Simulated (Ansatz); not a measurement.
# AlCl2HO···H2: what the fields show

Input file:

```
crystal:
  periodic: [false, false, false]
  atoms:
    - { symbol: Al, position_ang: [-0.03758, -0.238062, 0.062262] }
    - { symbol: O, position_ang: [0.02481, -0.364452, 1.810013] }
    - { symbol: H, position_ang: [-0.832298, -0.369563, 2.282018] }
    - { symbol: Cl, position_ang: [1.777004, -0.360627, -0.987285] }
    - { symbol: Cl, position_ang: [-1.85231, -0.034094, -0.997765] }
    - { symbol: H, position_ang: [0.40188, 2.344683, 0.937952] }
    - { symbol: H, position_ang: [0.312894, 1.792816, 1.378705] }
basis:
  gaussian: { orbitals: "6-31G*" }
hamiltonian:
  xc: blyp
  dispersion: d4
relax:
  f_tol: 0.03
  max_steps: 50
output:
  orbitals: {}
```

Command:

```sh
ansatz run input.yaml --threads 1 --pin off --max-ram 2048MiB --backend cpu --events-out ev --progress --plain --runs-dir out
```

The fields are those of the relaxed geometry.

Theory: RKS BLYP-D4/6-31G* (Ansatz 0.2.0).

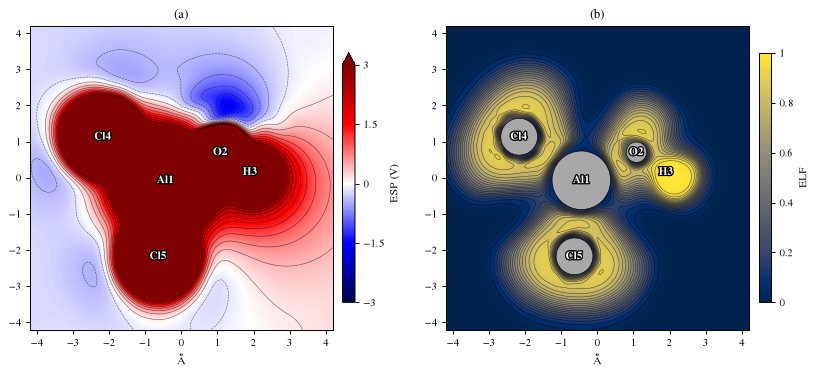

Figure 1. (a) molecular electrostatic potential; (b) electron localisation function on the plane of atoms Al1, O2 and H3. Grey discs cover the atomic cores in the ELF map.

**Describe what can be read from this map.**

The section cuts through Al, O, H and Cl sites. Al–O (1.71 Å): the ELF peaks at about 0.85 in the valence shell of O, 0.6 Å from its nucleus, and is about 0.45 at the midpoint. Al–Cl (2.10 Å): the ELF peaks at about 0.85 in the valence shell of Cl, 0.9 Å from its nucleus, and is about 0.80 at the midpoint. O–H (0.98 Å): the ELF climbs to about 1 towards the hydrogen, as it does in any bond to H (a covalent bond by its length). The ELF also peaks beside Cl5, Cl4 and O2, away from the bonds: lone-pair regions. Outside the dense part of the complex the potential is most negative (−1.6 V) near O2.

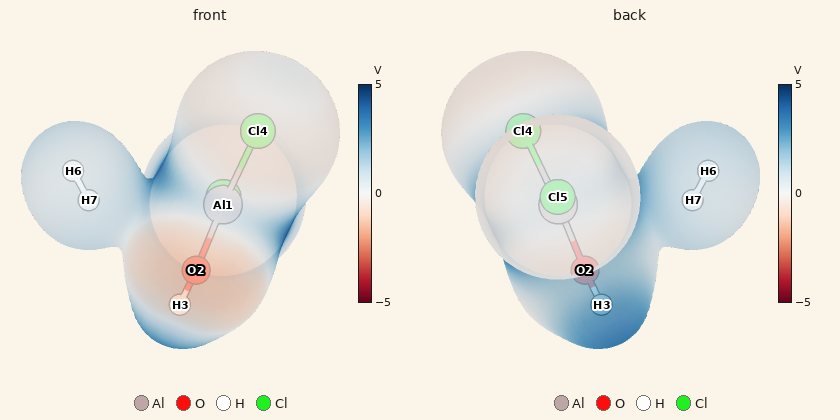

Figure 2. The molecular electrostatic potential painted on the density surface at 0.004 e/bohr³, seen from the front and from behind; the colour scale runs from red (negative) to blue (positive).

**Describe the electrostatic potential map.**

The most negative region (about −1.4 V, or −32 kcal/mol for a unit charge) lies over O2, the most positive (about +4.5 V, or +104 kcal/mol for a unit charge) over Al1. Cl4 shows a σ-hole: about +0.2 V at the tip opposite its bond, against about −0.3 V on its flanks. O2 is the likeliest acceptor of a hydrogen bond.

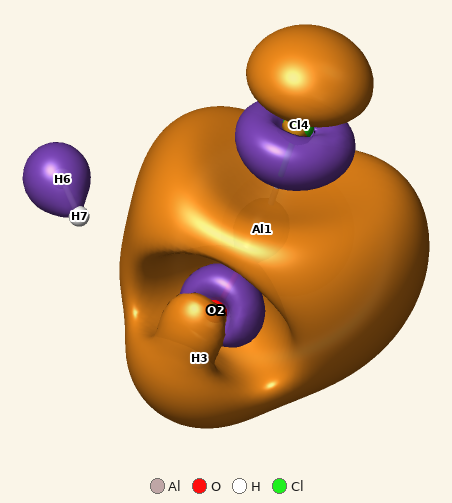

Figure 3. The LUMO at ±0.06 Å⁻³ᐟ² (orange and purple are the two phases), seen across its widest extent.

**Describe this orbital and give its energy.**

By Hirshfeld shares it lies mainly on Al1 (about 50 %), Cl5 (about 15 %), Cl4 (about 15 %) and O2 (about 10 %). Its energy is −1.88 eV.
